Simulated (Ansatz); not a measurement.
## Phonons of ZrOs (Pm-3m) against volume

Does ZrOs (Pm-3m) expand much on heating, by its phonons?

Calculated with Ansatz 0.2.0; DFT PBEsol, scalar-relativistic, plane waves, PAW; PAW set soft_1.

### Step 1. Starting point

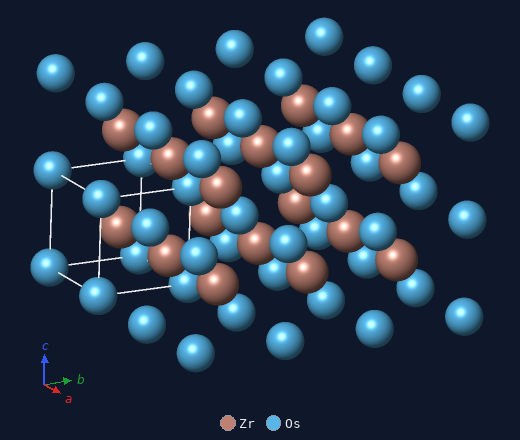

The starting structure, seen slightly off an axis (zirconium pink, osmium blue). 3×3×2 cells are drawn. Some periodic images of atoms are drawn too.

### Step 2. Response at finite wavevector

The cell comes from relaxations at this level that are not shown. Stability and thermal properties need the whole zone. Linear response on a 4×4×4 q mesh gives force constants as far as a supercell of that size would.

Contents of input.yaml:

```yaml
crystal:
  lattice:
    - [3.2472163246, 0.0, 0.0]
    - [0.0, 3.2472163246, 0.0]
    - [0.0, 0.0, 3.2472163246]
  atoms:
    - { symbol: Zr, position: [0.5, 0.5, 0.5] }
    - { symbol: Os, position: [0.0, 0.0, 0.0] }
kpoints:
  mp_grid: { grid: [16, 16, 16] }
hamiltonian:
  xc: pbesol
  pseudopotentials: { kind: paw, azcp: { folder: soft_1 }, xc_functional: pbe }
scf:
  occupations: { method: methfessel_paxton, width: 0.2 }
output:
  eigenvalues: true
phonons:
  method: dfpt
  qmesh: [4, 4, 4]
  temperatures: { t_max: 1000, t_step: 50 }
  qpath:
    path:
      - [[0.0, 0.0, 0.0], [0.0, 0.5, 0.0], [0.5, 0.5, 0.0], [0.0, 0.0, 0.0], [0.5, 0.5, 0.5], [0.0, 0.5, 0.0]]
      - [[0.5, 0.5, 0.5], [0.5, 0.5, 0.0]]
    npoints: 10
```

The run is started by

```bash
$ ansatz run input.yaml --threads 4 --pin off --max-ram 10240MiB --backend cpu --events-out ev --progress --plain --runs-dir out
```

Numbers of over 12 decimals in the logs are rounded to 6 here.

The log of the run:

```text
Engine: ansatz 0.2.0, aarch64-unknown-linux-gnu
Pseudopotentials: kind: paw
Pseudopotential: Zr, paw, valence charge 12, recommended cutoff 420 eV (normal), soft_1/Zr.paw.azcp
Pseudopotential: Os, paw, valence charge 16, recommended cutoff 420 eV (normal), soft_1/Os.paw.azcp
Functional definition: PBEsol
  exchange = pbesol_x
  correlation = pbesol_c
Crystal: 2 atoms, lattice volume = 34.240 Å³
Basis set: ecut = 420 eV, 691 PW (Γ), exchange–correlation on 48×48×48 points (8 copies of the dense FFT grid, shifted against one another)
Bands: 18, of which v1, the nominal top of the filled ones, is band 14 counted from 1 (13 counted from 0)
Symmetry: 48 space group operations
k-points: 165 of 4096
Non-local potential: Zr, projectors of the file, l = 0: 3, l = 1: 2, l = 2: 2, l = 3: 1
Non-local potential: Os, projectors of the file, l = 0: 3, l = 1: 2, l = 2: 2, l = 3: 1
PAW form: soft (Blöchl's): semilocal exchange-correlation on the pseudo side does not see the compensation charge
PAW frozen core: Zr, regenerated for the run's functional, and the local potential with it (the file was generated under x = pbe(κ = 0.804, μ = 0.219515), c = pbe(β = 0.066725))
PAW frozen core: Os, regenerated for the run's functional, and the local potential with it (the file was generated under x = pbe(κ = 0.804, μ = 0.219515), c = pbe(β = 0.066725))
PAW one-centre angular grid: Zr, 590 points (default); XC on 64 Gauss nodes
PAW one-centre angular grid: Os, 590 points (default); XC on 64 Gauss nodes
Initial density: superposition of atomic densities (chi_scale 0.1, normalization cell, long waves kept (reshape's long-wave potential 0.00 eV rms))
Initial wavefunctions: pseudopotential atomic-orbital guess
Functional: x = pbesol(κ = 0.804, μ = 0.123457), c = pbesol(β = 0.046)
SCF iter   1: F=—  HF=-15383.447713 eV  |F-HF|=—  |Δ(HF+E_count)|=         —  Δρ=1.26e-1  dr2=8.94e0  ethr=3.10e-3  ⟨swp⟩=4.3  Hψ=11912  notcnv=0
preconditioner: auto → none  [metal: Δε(μ)=0.065 eV  Ē_g=5.176 eV  σ=0.200 eV  W_gap=0.27  n_scr=6 (ndim 8)  ℏωp=22.0 eV  f_vac=0.000  D(μ)=0.49/eV (n_scr^D=0)  sad-step TF]
SCF iter   2: F=—  HF=-15382.699412 eV  |F-HF|=—  |Δ(HF+E_count)|=   7.48e-1  S|Δr|=    0.00e0  Δρ=8.59e-2  dr2=4.53e0  ethr=3.10e-3  ⟨swp⟩=2.2  Hψ=5113  notcnv=0
SCF iter   3: F=—  HF=-15382.039221 eV  |F-HF|=—  |Δ(HF+E_count)|=   6.60e-1  S|Δr|=    0.00e0  Δρ=9.72e-3  dr2=2.45e-2  ethr=3.10e-3  ⟨swp⟩=4.6  Hψ=19334  notcnv=0
automatic band count: the SCF goes on with 22 bands, as 18 were too few: they end inside the smearing window of the response
SCF iter   4: F=—  HF=-15382.036707 eV  |F-HF|=—  |Δ(HF+E_count)|=   2.51e-3  S|Δr|=    0.00e0  Δρ=1.54e-3  dr2=1.07e-3  ethr=8.73e-5  ⟨swp⟩=1.2  Hψ=5234  notcnv=0
SCF iter   5: F=—  HF=-15382.036532 eV  |F-HF|=—  |Δ(HF+E_count)|=   1.74e-4  S|Δr|=    0.00e0  Δρ=2.51e-4  dr2=1.59e-5  ethr=3.81e-6  ⟨swp⟩=2.1  Hψ=5214  notcnv=0
SCF iter   6: F=—  HF=-15382.036530 eV  |F-HF|=—  |Δ(HF+E_count)|=   2.76e-6  S|Δr|=    0.00e0  Δρ=3.22e-5  dr2=1.64e-7  ethr=5.68e-8  ⟨swp⟩=2.7  Hψ=5530  notcnv=0
SCF iter   7: F=—  HF=-15382.036532 eV  |F-HF|=—  |Δ(HF+E_count)|=   2.64e-6  S|Δr|=    0.00e0  Δρ=5.44e-6  dr2=8.54e-9  ethr=5.86e-10  ⟨swp⟩=2.5  Hψ=5395  notcnv=0
SCF iter   8: F=—  HF=-15382.036532 eV  |F-HF|=—  |Δ(HF+E_count)|=   2.05e-9  S|Δr|=    0.00e0  Δρ=5.00e-7  dr2=5.97e-11  ethr=3.05e-11  ⟨swp⟩=2.4  Hψ=4849  notcnv=0
SCF iter   9: F=-15382.036532 eV  HF=-15382.036532 eV  |F-HF|=3.64e-12  |Δ(HF+E_count)|=  1.64e-11  S|Δr|=    0.00e0  Δρ=3.82e-8  dr2=2.75e-13  ethr=1.00e-12  ⟨swp⟩=8.2  Hψ=16523  notcnv=0
SCF 1 converged in 9 iterations: F = -15382.036532 eV  dr2 = 2.75e-13
  greatest PAW one-centre occupation: 1.000 electrons in one spin orbital (limit 2), on the Os atom at site 1 (counted from 0), in its partial waves of l = 0
Initial density: read from a saved state, or passed on in memory by an earlier SCF of this step, an earlier step, the calling program or the single point that the run made first
iter 1 solved again at ethr=1.92e-8 eV; its pass at ethr=3.10e-3 eV (dr2=5.39e-6 eV) is discarded
SCF iter   1: F=—  HF=-15382.036530 eV  |F-HF|=—  |Δ(HF+E_count)|=         —  Δρ=3.63e-7  dr2=2.25e-11  ethr=1.92e-8  ⟨swp⟩=3.0  Hψ=21553  notcnv=0
eigensolver tolerance schedule: the retry pair's looser diagonalisation over-reported the residual by 238949.31 of it (diagonalisation noise at an unbounded share of the residual, at the tolerance the schedule requests for it); recorded, not acted on — ethr = c·dr2/N_el stays at c = 1.0e-1
preconditioner: auto → none  [metal: Δε(μ)=0.030 eV  Ē_g=5.297 eV  σ=0.200 eV  W_gap=0.13  n_scr=6 (ndim 8)  ℏωp=22.0 eV  f_vac=0.000  D(μ)=0.48/eV (n_scr^D=0)]
SCF iter   2: F=—  HF=-15382.036532 eV  |F-HF|=—  |Δ(HF+E_count)|=   1.81e-6  S|Δr|=    0.00e0  Δρ=2.22e-7  dr2=9.63e-12  ethr=1.00e-12  ⟨swp⟩=2.4  Hψ=11933  notcnv=0
SCF iter   3: F=-15382.036532 eV  HF=-15382.036532 eV  |F-HF|=1.82e-12  |Δ(HF+E_count)|=  1.82e-12  S|Δr|=    0.00e0  Δρ=1.44e-7  dr2=3.55e-12  ethr=1.00e-12  ⟨swp⟩=1.0  Hψ=6600  notcnv=0
SCF 2 converged in 3 iterations: F = -15382.036532 eV  dr2 = 3.55e-12
phonons: the bands overlap, so this run is a metal and interpolates without the dipole-dipole term. If the crystal is really an insulator or semiconductor, its LO-TO splitting is missing
NSCF: frozen V_eff on 165 k-points
NSCF: frozen V_eff on 405 k-points
DFPT response loops at q = (0, 0, 0) (fractional): preconditioner auto → Kerker (q_TF=auto, 2.638 Å⁻¹) (partly filled bands, converged f_vac=0.000); β = 1.00, the filter's whole step (`scf.mixing.beta` (0.50) is not read by the response loops under this deck's `scf.mixing.preconditioner`; to damp them name `kerker` or `kerker_dos`, under which they read `scf.mixing.beta`, and type it under 1.00, their step now; both keys bind the ground state too); Broyden in place of MSR1
NSCF: frozen V_eff on 2592 k-points
DFPT response loops at q = (0, 0, 0.25) (fractional): mixed as the last ones told, above
NSCF: frozen V_eff on 1458 k-points
DFPT response loops at q = (0, 0, -0.5) (fractional): mixed as the last ones told, above
NSCF: frozen V_eff on 4608 k-points
DFPT response loops at q = (0, 0.25, 0.25) (fractional): mixed as the last ones told, above
NSCF: frozen V_eff on 2592 k-points
DFPT response loops at q = (0, 0.25, -0.5) (fractional): mixed as the last ones told, above
NSCF: frozen V_eff on 1458 k-points
DFPT response loops at q = (0, -0.5, -0.5) (fractional): mixed as the last ones told, above
NSCF: frozen V_eff on 4352 k-points
DFPT response loops at q = (0.25, 0.25, 0.25) (fractional): mixed as the last ones told, above
NSCF: frozen V_eff on 4608 k-points
DFPT response loops at q = (0.25, 0.25, -0.5) (fractional): mixed as the last ones told, above
NSCF: frozen V_eff on 2592 k-points
DFPT response loops at q = (0.25, -0.5, -0.5) (fractional): mixed as the last ones told, above
NSCF: frozen V_eff on 810 k-points
DFPT response loops at q = (-0.5, -0.5, -0.5) (fractional): mixed as the last ones told, above
SCF converged after 9 iterations
Stability not checked: this state was not tested for a lower state beside it, because cold or Methfessel-Paxton smearing, or corrected tetrahedra, fill the levels in a way that the test cannot read (fill_not_monotonic; see scf.lower_state_search)
Free energy (F): -15382.036532 eV
Harris-Foulkes:  -15382.036532 eV  (|F-HF|=3.64e-12)
Internal energy: -15382.036114 eV  (E = F + TS)
E sigma→0 (E₀):  -15382.036428 eV
Entropy (-TS):   -0.000418 eV (-0.209 meV/atom)
Fermi energy:    19.954505 eV
--- Per-component energies (eV) ---
  E_band       = -177.940838
  E_kinetic    = 810.227049
  E_local      = -1628.789643  (includes V_loc(G=0)·N_el)
  E_nonlocal   = 276.796846
  E_hartree    = 570.703554
  E_xc         = -387.088813
  E_vxc        = -429.490350  (∫ρ·V_xc dr)
  E_paw        = -11825.142655  (= ΣΔE_a)
  E_vpaw       = -348.092304  (= ΣTr[D̂ρ^β])
  E_aug_tail   = 0.000434  (compensation charges beyond the density's cutoff)
  E_ewald      = -3199.156604
  E_core_change = 0.413719  (= ΣΔE_core)
  E_smearing   = -0.000418  (= −TS)
  E_closure    = 0.000000  (closes the sum)
  Σ components = -15382.036532   (vs F -15382.036532, Δ=0.00e0)
--- Band table (eV; the first three rows and the last of 165) ---
  k-point 0: bands = [... 10 lower, 14.7228, 18.4197, 18.4197, 18.4197, 22.1982, 22.1982, 25.3406, 25.3406, ... 4 higher]
  k-point 1: bands = [... 10 lower, 14.7941, 18.4091, 18.4091, 18.4471, 22.0809, 22.2382, 24.9411, 24.9411, ... 4 higher]
  k-point 2: bands = [... 10 lower, 14.9990, 18.3813, 18.3813, 18.5272, 21.7502, 22.3459, 24.1485, 24.1485, ... 4 higher]
  k-point 164: bands = [... 10 lower, 17.1259, 17.8452, 17.8452, 17.8452, 20.6548, 20.6548, 23.9945, 25.3932, ... 4 higher]
--- Phonons (Γ-DFPT): 2 representative perturbations + reference (Σ response iterations 6) ---
  ASR residual: 4.624e-5 → 0.000e0 eV/Å²; symmetrization residual: 4.067e-6 eV/Å²
  ASR residual per site (eV/Å²): 1.03e-5 4.62e-5
  Γ frequencies (cm⁻¹): 0.00 0.00 0.00 185.64 185.64 185.64
--- Phonons (arbitrary-q DFPT): 10 irreducible q on the 4×4×4 mesh ---
  q = [0.0000, 0.0000, 0.0000] (star 1, of the zone-centre solve; hermiticity 1.04e-6, symmetrization 1.74e-12): -0.00 -0.00 0.00 185.64 185.64 185.64
  q = [0.0000, 0.0000, 0.2500] (star 6, 4 solved perturbations in 4032 linear systems a pass and spin channel, the states on 1296 of 4096 k-point pairs; hermiticity 3.46e-7, symmetrization 3.01e-13): 67.94 67.94 113.10 173.48 173.48 240.98
  q = [0.0000, 0.0000, -0.5000] (star 3, 4 solved perturbations in 2268 linear systems a pass and spin channel, the states on 729 of 4096 k-point pairs; hermiticity 2.67e-14, symmetrization 7.26e-14): 131.91 131.91 135.73 135.73 150.16 296.03
  q = [0.0000, 0.2500, 0.2500] (star 12, 4 solved perturbations in 7056 linear systems a pass and spin channel, the states on 2304 of 4096 k-point pairs; hermiticity 1.06e-6, symmetrization 5.29e-14): 92.50 94.73 137.83 168.17 213.72 227.98
  q = [0.0000, 0.2500, -0.5000] (star 12, 6 solved perturbations on 1296 of 4096 k-point pairs; hermiticity 6.26e-7, symmetrization 1.80e-14): 131.80 132.42 133.46 150.66 200.21 265.28
  q = [0.0000, -0.5000, -0.5000] (star 3, 4 solved perturbations in 2268 linear systems a pass and spin channel, the states on 729 of 4096 k-point pairs; hermiticity 1.89e-6, symmetrization 1.01e-13): 133.91 135.66 135.66 162.65 239.19 239.19
  q = [0.2500, 0.2500, 0.2500] (star 8, 2 solved perturbations on 2176 of 4096 k-point pairs; hermiticity 9.93e-7, symmetrization 2.43e-13): 113.60 113.60 144.06 207.42 207.42 219.88
  q = [0.2500, 0.2500, -0.5000] (star 12, 4 solved perturbations in 7056 linear systems a pass and spin channel, the states on 2304 of 4096 k-point pairs; hermiticity 1.30e-7, symmetrization 1.21e-13): 134.71 135.04 144.37 189.94 207.76 247.33
  q = [0.2500, -0.5000, -0.5000] (star 6, 4 solved perturbations in 4032 linear systems a pass and spin channel, the states on 1296 of 4096 k-point pairs; hermiticity 1.58e-7, symmetrization 1.22e-13): 143.48 143.48 149.80 198.54 236.70 236.70
  q = [-0.5000, -0.5000, -0.5000] (star 1, 2 solved perturbations on 405 of 4096 k-point pairs; hermiticity 1.49e-13, symmetrization 1.07e-12): 158.45 158.45 158.45 231.74 231.74 231.74
  sum rule: each row above includes the acoustic sum rule's correction from the zone centre's row sums; it moved no ω² by more than (0.26 cm⁻¹)²
  mesh force constants: q→R imaginary residual 1.43e-18; ASR residual 4.624e-5 → 0.000e0 eV/Å²; symmetrization residual 1.421e-14 eV/Å²
  interpolated dispersion: 62 rows × 6 modes
  density of states and harmonic sums: on the 20×20×20 q-mesh, interpolated from the force constants of a 4×4×4 supercell (no non-analytic term)
  largest difference from the sums on the solved wave vectors: F 1.26e-2 eV, S 1.66e-5 and C_V 4.01e-6 eV/K
  zero-point energy: 0.061711 eV/cell   skipped modes (ω ≤ 0): 3   left out of the sums: 6.25e-5 of the cell's modes: C_V's classical limit lies that fraction below 3 k_B per atom; for a crystal, a wire or a layer, F and S can be off by more, and a phonons.interpolated_qmesh denser along its periods is the remedy for the sampling
```

The job ended after 16 min (4 threads of Arm Neoverse N1, shared host; peak memory 3.6 GiB).

In the SCF lines HF is the Harris–Foulkes energy and dr2 the Hartree energy of the density residual, in eV; the loop may stop once dr2 is under the threshold and the program's other checks hold. Hψ counts applications of the Hamiltonian.

Numbers from this step:

* volume per atom: 17.12 Å³
* gap on the k-mesh: 0 eV
* sum-rule residual before enforcement: 4.62e-5 eV/Å²
* lowest frequency on the path: 0 cm⁻¹
* point group: m-3m
* highest frequency on the path or at a solved wavevector: 296.0 cm⁻¹
* mean frequency: 165.9 cm⁻¹
* Debye temperature (second moment): 323 K
* logarithmic mean frequency: 157 cm⁻¹
* highest optical mode at the zone centre (no LO-TO term): 185.6 cm⁻¹
* lowest optical zone-centre mode: 185.6 cm⁻¹
* lowest mode on the q mesh (acoustic modes at Γ apart): 67.94 cm⁻¹
* zero-point energy per atom: 30.86 meV
* heat capacity at 300 K: 23.56 J/(mol atoms K)
* vibrational entropy at 300 K: 32.72 J/(mol atoms K)

Frequencies (cm⁻¹) solved at each irreducible wavevector; negative means imaginary. Frequencies by wavevector, by row:

```
q in reciprocal lattice units  star  mode 1  mode 2  mode 3  mode 4  mode 5  mode 6
                        0 0 0     1       0       0       0   185.6   185.6   185.6
                     0 0 0.25     6    67.9    67.9   113.1   173.5   173.5     241
                     0 0 -0.5     3   131.9   131.9   135.7   135.7   150.2     296
                  0 0.25 0.25    12    92.5    94.7   137.8   168.2   213.7     228
                  0 0.25 -0.5    12   131.8   132.4   133.5   150.7   200.2   265.3
                  0 -0.5 -0.5     3   133.9   135.7   135.7   162.7   239.2   239.2
               0.25 0.25 0.25     8   113.6   113.6   144.1   207.4   207.4   219.9
               0.25 0.25 -0.5    12   134.7     135   144.4   189.9   207.8   247.3
               0.25 -0.5 -0.5     6   143.5   143.5   149.8   198.5   236.7   236.7
               -0.5 -0.5 -0.5     1   158.4   158.4   158.4   231.7   231.7   231.7
```

Symmetry leaves 10 wavevectors to solve. The lowest mode among them, the acoustic zeros apart, lies at q = (0, 0, 0.25) and is real, 67.9 cm⁻¹.

### Step 3. Relaxing at another volume, volume ratio 0.97

The volume is scaled by 0.97 and held; symmetry leaves nothing to relax, so this is a single point. The modes can then be followed against volume.

input.yaml, the sections that differ from step 2:

```yaml
crystal:
  lattice:
    - [3.214413917, 0.0, 0.0]
    - [0.0, 3.214413917, 0.0]
    - [0.0, 0.0, 3.214413917]
  atoms:
    - { symbol: Zr, position: [0.5, 0.5, 0.5] }
    - { symbol: Os, position: [0.0, 0.0, 0.0] }
output:
  forces: true
  stress: true
  eigenvalues: true
# kpoints, hamiltonian, scf: as in step 2
# phonons: removed
```

The log of the run:

```text
[...]
Crystal: 2 atoms, lattice volume = 33.213 Å³
Basis set: ecut = 420 eV, 619 PW (Γ), exchange–correlation on 48×48×48 points (8 copies of the dense FFT grid, shifted against one another)
Bands: 18, of which v1, the nominal top of the filled ones, is band 14 counted from 1 (13 counted from 0)
Symmetry: 48 space group operations
[...]
k-points: 165 of 4096
[...]
--- Band table (eV; the first three rows and the last of 165) ---
  k-point 0: bands = [... 10 lower, 15.2104, 19.0719, 19.0719, 19.0719, 22.9779, 22.9779, 26.2579, 26.2579]
  k-point 1: bands = [... 10 lower, 15.2860, 19.0610, 19.0610, 19.1003, 22.8531, 23.0206, 25.8363, 25.8363]
  k-point 2: bands = [... 10 lower, 15.5038, 19.0329, 19.0329, 19.1836, 22.5021, 23.1363, 25.0071, 25.0071]
  k-point 164: bands = [... 10 lower, 17.7885, 18.4799, 18.4799, 18.4799, 21.4175, 21.4175, 24.9093, 26.3003]
[key lines of the parts left out:]
SCF converged after 7 iterations
Free energy (F): -15382.013803 eV
Fermi energy:    20.675854 eV
P = ⅓ Tr σ = 7.2812 GPa (72.812 kbar)
```

Elapsed: 2.4 s, on 4 threads; peak memory 0.38 GiB.

Numbers from this step:

| Item | Value |
| --- | --- |
| pressure | 7.281 GPa |
| volume per atom | 16.61 Å³ |

The run ends at a pressure of 7.28 GPa.

(Part 1 of 2 ends here.)

[Logs are printed without paths, hosts, clocks, repeated set-up lines and the standing remarks that a program may print on its own settings, such as how far it seeks lower states.]

[Hosts, paths, dates, database ids (printed as entryN), source tags and the programs' standing remarks are cut or masked in the printed files.]
